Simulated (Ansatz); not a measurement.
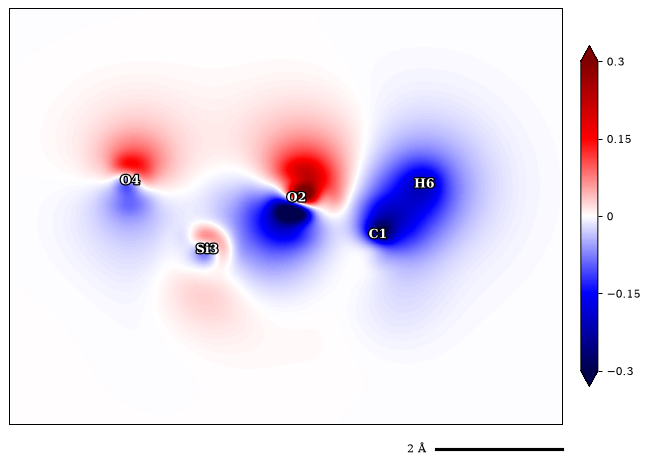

*CH₄FO₂Si (SMILES CO[Si](O)F) (doublet). The HOMO−1 (α) on the plane of atoms O2, Si3 and O4 (values in Å⁻³ᐟ²; the overall sign is arbitrary).*

Geometry: PBE0-D4/def2-TZVP.

All numbers below come from Ansatz 0.2.0, isolated molecule in a Gaussian basis; Hartree-Fock.

```xyz
9

C    -1.4709   -0.1664    0.2856
O    -0.1764   -0.4223   -0.2224
Si    1.1959    0.3285    0.2418
O     2.4180   -0.2052   -0.6982
F     1.0962    1.8978   -0.0310
H    -2.1575   -0.8765   -0.1762
H    -1.5087   -0.2979    1.3713
H    -1.7944    0.8489    0.0399
H     2.4863   -1.1532   -0.8279
```

Q: Where does this orbital lie, and at what energy?

A: It lies mainly on O2 (about 50 %), C1 (about 20 %) and H8 (about 15 %). Its energy is −13.11 eV.
